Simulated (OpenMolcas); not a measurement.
**singlet SiH3O+: a chain of runs**

Aim: a single-point energy (HF/STO-3G), then a single-point energy (CASSCF(2,2)/STO-3G), then a single-point energy (CASPT2(2,2)/STO-3G), then a single-point energy (SC-NEVPT2(2,2)/STO-3G), then the energy (MRCI(2,2)/STO-3G) of singlet SiH3O+. 

The calculation is run with OpenMolcas 26.06.

1 further run of the same task is left out (set aside as unsound or not needed).

## Step 1: The structure to begin with

SiH3O+: 5 atoms, total charge +1, spin state singlet. SMILES of the parent species: `O[SiH2]`. Geometry: relaxed at GFN2-xTB. This is one conformer, not always the lowest. That shape belongs to the parent species and isn't relaxed for this state.

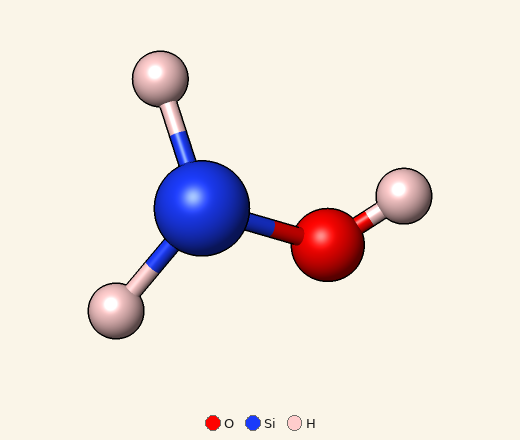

The structure, seen from a chosen angle (oxygen red, silicon blue, hydrogen pink).

## Step 2: The energy at HF/STO-3G (run 1)

step1.input reads:

```
&GATEWAY
  BasLib=$CurrDir
  BasisSet
  O.STO-3G....
  O1 0.557310 -0.433760 0.798460 angstrom
  End of Basis
  BasisSet
  Si.STO-3G....
  Si2 0.001930 0.341950 -0.533940 angstrom
  End of Basis
  BasisSet
  H.STO-3G....
  H3 0.725690 -1.370660 0.814800 angstrom
  H4 -1.244820 -0.253580 -1.000760 angstrom
  H5 -0.040110 1.716040 -0.078560 angstrom
  End of Basis

&SEWARD

&SCF
  Charge=1
  PrOrbitals=1 1
```

The basis set STO-3G is read from a file made from the Basis Set Exchange's data (not shown).

Run with:

```sh
$ export MOLCAS_MEM=1860
$ pymolcas step1.input > step1.log
```

Log, shortened:

```text
--- Start Module: gateway ---
[...]
--- Stop Module: gateway /rc=_RC_ALL_IS_WELL_ ---
--- Start Module: seward ---
[...]
      Basis functions           17
--- Stop Module: seward /rc=_RC_ALL_IS_WELL_ ---
--- Start Module: scf ---
[...]
       Convergence after  15 Iterations
[...]
::    Total SCF energy                               -360.9362229934
[...]
      Total spin, S                                     0.0000000000
[...]
      Total electronic charge=   24.000000
      Total            charge=    1.000000
[...]
      Dipole Moment (debye):
      Origin of the operator (angstrom)=    0.1788    0.0579   -0.0518
                   X= -1.6120E-01               Y= -4.8244E-01               Z= -3.0808E+00           Total=  3.1225E+00
      Center of Charge (angstrom)
[...]
--- Stop Module: scf /rc=_RC_ALL_IS_WELL_ ---
[...]
```

It took 1.7 s on 1 thread of Arm Neoverse V1, shared host; peak memory 0.37 GiB.

## Step 3: A single-point energy at CASSCF(2,2)/STO-3G (run 2)

step2.inp reads:

```
* H3OSi CASSCF
>>> EXPORT MOLCAS_PRINT=2

&gateway
 baslib=$CurrDir
 basisset
 O.STO-3G....
 O1 0.557310 -0.433760 0.798460 angstrom
 End of Basis
 basisset
 Si.STO-3G....
 Si2 0.001930 0.341950 -0.533940 angstrom
 End of Basis
 basisset
 H.STO-3G....
 H3 0.725690 -1.370660 0.814800 angstrom
 H4 -1.244820 -0.253580 -1.000760 angstrom
 H5 -0.040110 1.716040 -0.078560 angstrom
 End of Basis

&seward

&rasscf
 fileorb=$CurrDir/step1.ScfOrb
 spin=1
 nactel=2 0 0
 inactive=11
 ras2=2
 orblisting=Nothing
 orbappear=Compact
```

The basis set STO-3G is read from a file made from the Basis Set Exchange's data (not shown).

Run with:

```sh
$ export MOLCAS_MEM=1860
$ pymolcas step2.inp > step2.log
```

Log, shortened:

```text
--- Start Module: gateway ---
[...]
--- Stop Module: gateway /rc=_RC_ALL_IS_WELL_ ---
--- Start Module: seward ---
[...]
      Basis functions           17
--- Stop Module: seward /rc=_RC_ALL_IS_WELL_ ---
--- Start Module: rasscf ---
[...]
      Number of active orbitals                  2
[...]
      Spin quantum number                      0.0
[...]
      Active orbitals                            2
[...]
      Number of CSFs                             3
[...]
      Number of root(s) required                 1
[...]
      Convergence after 21 iterations
[...]
      printout of CI-coefficients larger than  0.05 for root  1
      energy=    -360.968887
      conf/sym  11     Coeff  Weight
             1  20   0.96959 0.94011
             3  02  -0.24472 0.05989
      Natural orbitals and occupation numbers for root  1
      sym 1:   1.880222   0.119778
      ************************************************************************************************************************
      *                                                    Final results                                                     *
[...]
::    RASSCF root number  1 Total energy:   -360.96888698
[...]
      Total electronic charge=   24.000000
      Total            charge=    1.000000
[...]
      Dipole Moment (debye):
      Origin of the operator (angstrom)=    0.1788    0.0579   -0.0518
                   X=  6.0408E-02               Y= -1.2208E+00               Z= -1.7458E+00           Total=  2.1312E+00
      Center of Charge (angstrom)
[...]
--- Stop Module: rasscf /rc=_RC_ALL_IS_WELL_ ---
[...]
```

Wall time 2 s (1 thread of Arm Neoverse V1, shared host); peak memory 0.37 GiB.

## Step 4: A single-point energy at CASPT2(2,2)/STO-3G (run 3)

step3.inp reads:

```
* H3OSi CASPT2
&GATEWAY
BasLib = $CurrDir
BasisSet
O.STO-3G....
O1 0.557310 -0.433760 0.798460 angstrom
End of Basis
BasisSet
Si.STO-3G....
Si2 0.001930 0.341950 -0.533940 angstrom
End of Basis
BasisSet
H.STO-3G....
H3 0.725690 -1.370660 0.814800 angstrom
H4 -1.244820 -0.253580 -1.000760 angstrom
H5 -0.040110 1.716040 -0.078560 angstrom
End of Basis
&SEWARD
&RASSCF
FileOrb = $CurrDir/step2.RasOrb
Spin = 1
Nactel = 2 0 0
Inactive = 11
Ras2 = 2
OrbListing = Nothing
OrbAppear = Compact
&CASPT2
Imaginary = 0.1
Frozen = 6
```

The basis set STO-3G is read from a file made from the Basis Set Exchange's data (not shown).

Run with:

```sh
$ export MOLCAS_MEM=1860
$ pymolcas step3.inp > step3.log
```

Log, shortened:

```text
--- Start Module: gateway ---
[...]
--- Stop Module: gateway /rc=_RC_ALL_IS_WELL_ ---
[...]
      Basis functions           17
[...]
--- Start Module: rasscf ---
[...]
      Number of active orbitals                  2
[...]
      Spin quantum number                      0.0
[...]
      Active orbitals                            2
[...]
      Number of CSFs                             3
[...]
      Number of root(s) required                 1
[...]
      Convergence after  4 iterations
[...]
      printout of CI-coefficients larger than  0.05 for root  1
      energy=    -360.968887
      conf/sym  11     Coeff  Weight
             1  20   0.96960 0.94012
             3  02  -0.24471 0.05988
      Natural orbitals and occupation numbers for root  1
      sym 1:   1.880236   0.119764
      ************************************************************************************************************************
      *                                                    Final results                                                     *
[...]
::    RASSCF root number  1 Total energy:   -360.96888698
[...]
      Total electronic charge=   24.000000
      Total            charge=    1.000000
[...]
      Dipole Moment (debye):
      Origin of the operator (angstrom)=    0.1788    0.0579   -0.0518
                   X=  6.0393E-02               Y= -1.2207E+00               Z= -1.7460E+00           Total=  2.1313E+00
      Center of Charge (angstrom)
[...]
--- Stop Module: rasscf /rc=_RC_ALL_IS_WELL_ ---
--- Start Module: caspt2 ---
[...]
 ###    WARNING: User changed nr of frozen orbitals.                         ###
 ###############################################################################
[...]
      E2 (Variational):          -0.0689341484
      Total energy:            -361.0378211293
[...]
      Reference weight:           0.96786
[...]
::    CASPT2 Root  1     Total energy:   -361.03782113
[...]
--- Stop Module: caspt2 /rc=_RC_ALL_IS_WELL_ ---
[...]
```

Wall time 1.7 s (1 thread of Arm Neoverse V1, shared host); peak memory 0.37 GiB.

## Step 5: The energy at SC-NEVPT2(2,2)/STO-3G (run 4)

step4.input reads:

```
>>> EXPORT MOLCAS_PRINT=2

&GATEWAY
 BasLib
 $CurrDir
 BasisSet
 O.STO-3G....
 O1 0.557310 -0.433760 0.798460 angstrom
 End of Basis
 BasisSet
 Si.STO-3G....
 Si2 0.001930 0.341950 -0.533940 angstrom
 End of Basis
 BasisSet
 H.STO-3G....
 H3 0.725690 -1.370660 0.814800 angstrom
 H4 -1.244820 -0.253580 -1.000760 angstrom
 H5 -0.040110 1.716040 -0.078560 angstrom
 End of Basis

&SEWARD

&RASSCF
 FileOrb
 $CurrDir/step2.RasOrb
 Spin
 1
 Nactel
 2 0 0
 Inactive
 11
 Ras2
 2
 OrbListing
 Nothing
 OrbAppear
 Compact

&CASPT2
 SC-NEVPT2
 Frozen
 6
```

The basis set STO-3G is read from a file made from the Basis Set Exchange's data (not shown).

Run with:

```sh
$ export MOLCAS_MEM=1860
$ pymolcas step4.input > step4.log
```

Log, shortened:

```text
--- Start Module: gateway ---
[...]
--- Stop Module: gateway /rc=_RC_ALL_IS_WELL_ ---
[...]
      Basis functions           17
[...]
--- Start Module: rasscf ---
[...]
      Number of active orbitals                  2
[...]
      Spin quantum number                      0.0
[...]
      Active orbitals                            2
[...]
      Number of CSFs                             3
[...]
      Number of root(s) required                 1
[...]
      Convergence after  4 iterations
[...]
      printout of CI-coefficients larger than  0.05 for root  1
      energy=    -360.968887
      conf/sym  11     Coeff  Weight
             1  20   0.96960 0.94012
             3  02  -0.24471 0.05988
      Natural orbitals and occupation numbers for root  1
      sym 1:   1.880236   0.119764
      ************************************************************************************************************************
      *                                                    Final results                                                     *
[...]
::    RASSCF root number  1 Total energy:   -360.96888698
[...]
      Total electronic charge=   24.000000
      Total            charge=    1.000000
[...]
      Dipole Moment (debye):
      Origin of the operator (angstrom)=    0.1788    0.0579   -0.0518
                   X=  6.0393E-02               Y= -1.2207E+00               Z= -1.7460E+00           Total=  2.1313E+00
      Center of Charge (angstrom)
[...]
--- Stop Module: rasscf /rc=_RC_ALL_IS_WELL_ ---
--- Start Module: caspt2 ---
[...]
 ###    WARNING: User changed nr of frozen orbitals.                         ###
 ###############################################################################
[...]
      E2 (Variational):          -0.0707904905
[...]
      E2 (Variational):          -0.0706660285
      Total energy:            -361.0395530094
[...]
      Reference weight:           0.96610
[...]
::    SC-NEVPT2 Root  1     Total energy:   -361.03955301
[...]
--- Stop Module: caspt2 /rc=_RC_ALL_IS_WELL_ ---
[...]
```

Wall time 1.8 s (1 thread of Arm Neoverse V1, shared host); peak memory 0.37 GiB.

## Step 6: A single-point energy at MRCI(2,2)/STO-3G (run 5)

step5.inp reads:

```
>>> EXPORT MOLCAS_PRINT=2
&gateway
baslib = $CurrDir
basisset
O.STO-3G....
O1 0.557310 -0.433760 0.798460 angstrom
End of Basis
basisset
Si.STO-3G....
Si2 0.001930 0.341950 -0.533940 angstrom
End of Basis
basisset
H.STO-3G....
H3 0.725690 -1.370660 0.814800 angstrom
H4 -1.244820 -0.253580 -1.000760 angstrom
H5 -0.040110 1.716040 -0.078560 angstrom
End of Basis
&seward
&rasscf
fileorb = $CurrDir/step2.RasOrb
spin = 1
nactel = 2 0 0
inactive = 11
ras2 = 2
orblisting = Nothing
orbappear = Compact
&motra
lumorb
frozen = 6
&guga
electrons = 12
spin = 1
inactive = 5
active = 2
ciall = 1
&mrci
sdci
```

The basis set STO-3G is read from a file made from the Basis Set Exchange's data (not shown).

Run with:

```sh
$ export MOLCAS_MEM=1860
$ pymolcas step5.inp > step5.log
```

Log, shortened:

```text
--- Start Module: gateway ---
[...]
--- Stop Module: gateway /rc=_RC_ALL_IS_WELL_ ---
[...]
      Basis functions           17
[...]
      Number of active orbitals                  2
[...]
      Spin quantum number                      0.0
[...]
      Active orbitals                            2
[...]
      Number of CSFs                             3
[...]
      Number of root(s) required                 1
[...]
      Convergence after  4 iterations
[...]
      printout of CI-coefficients larger than  0.05 for root  1
      energy=    -360.968887
      conf/sym  11     Coeff  Weight
             1  20   0.96960 0.94012
             3  02  -0.24471 0.05988
      Natural orbitals and occupation numbers for root  1
      sym 1:   1.880236   0.119764
      ************************************************************************************************************************
      *                                                    Final results                                                     *
[...]
::    RASSCF root number  1 Total energy:   -360.96888698
[...]
      Dipole Moment (debye):
      Origin of the operator (angstrom)=    0.1788    0.0579   -0.0518
                   X=  6.0393E-02               Y= -1.2207E+00               Z= -1.7460E+00           Total=  2.1313E+00
      Center of Charge (angstrom)
[...]
      *** WARNING: Default frozen orbitals is overwritten by user input.
      *** Default values:   3
[...]
--- Start Module: guga ---
[...]
--- Stop Module: guga /rc=_RC_ALL_IS_WELL_ ---
--- Start Module: mrci ---
[...]
       (But an ACPF correction will be computed)
       USE THE DEFAULT ACPF G-VALUE GFAC=  0.16666666666666666
[...]
                      CI ENERGY:  -361.06171173
[...]
                ACPF CORRECTION:    -0.00555486
[...]
      Total electronic charge=   24.000000
      Total            charge=    1.000000
[...]
     ACPF CORRECTION:     -0.00555486
[...]
  CI State   1     Total energy:   -361.06171173     QDav:     -0.00674657     QACPF:     -0.00555486
[...]
--- Stop Module: mrci /rc=_RC_ALL_IS_WELL_ ---
[...]
```

Wall time 1.8 s (1 thread of Arm Neoverse V1, shared host); peak memory 0.37 GiB.

## Step 7: Outcome

| quantity | value |
| --- | --- |
| run 1, HF/STO-3G: total energy | -360.93622 Eh |
| run 1, HF/STO-3G: HOMO energy | -18.19 eV |
| run 1, HF/STO-3G: LUMO energy | -4.51 eV |
| run 1, HF/STO-3G: HOMO–LUMO gap | 13.68 eV |
| run 2, CASSCF(2,2)/STO-3G | no result (a known fault or a wrong state: its values are left out) |
| run 3, CASPT2(2,2)/STO-3G | no result (a known fault or a wrong state: its values are left out) |
| run 4, SC-NEVPT2(2,2)/STO-3G | no result (a known fault or a wrong state: its values are left out) |
| run 5, MRCI(2,2)/STO-3G | no result (a known fault or a wrong state: its values are left out) |

4 of the 5 runs ended normally but are set aside, since settings or state are in doubt.
